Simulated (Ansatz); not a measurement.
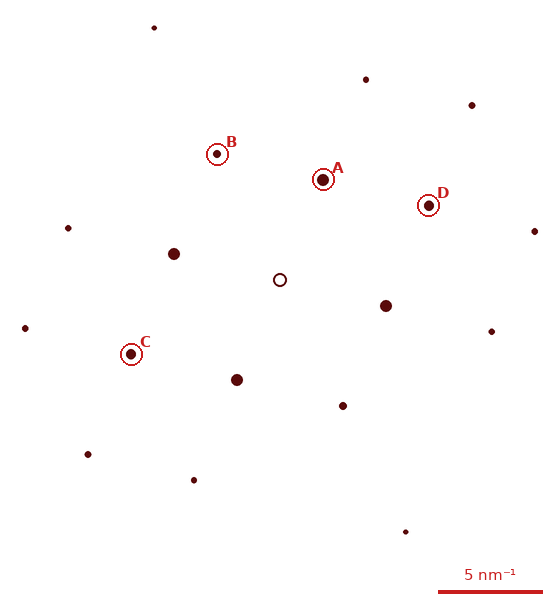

The pattern is a kinematic simulation for 80 kV electrons (no multiple scattering; isotropic B = 0.5 Å²). The zone axis points towards the electron source and the pattern is seen from the source side.

The sample is Co, space group P6_3/mmc (No. 194), a = 2.49 Å, c = 4.03 Å (hexagonal axes). Structure: the input geometry of an electronic-structure calculation (not necessarily at equilibrium).

```
Co
1.0
     2.49338    0.00000    0.00000
    -1.24669    2.15933    0.00000
     0.00000    0.00000    4.03106
Co
2
Direct
  0.33333 0.66667 0.75000
  0.66667 0.33333 0.25000
```

Spot A is indexed -1 1 1 and spot B -1 0 2.

> Index the other marked spots.

C = −2A + B = 1 -2 0 (d = 1.247 Å). D = 2A − B = -1 2 0 (d = 1.247 Å).

> Give [uvw].

The cross product of A and B is parallel to [211]; every spot obeys hu + kv + lw = 0.
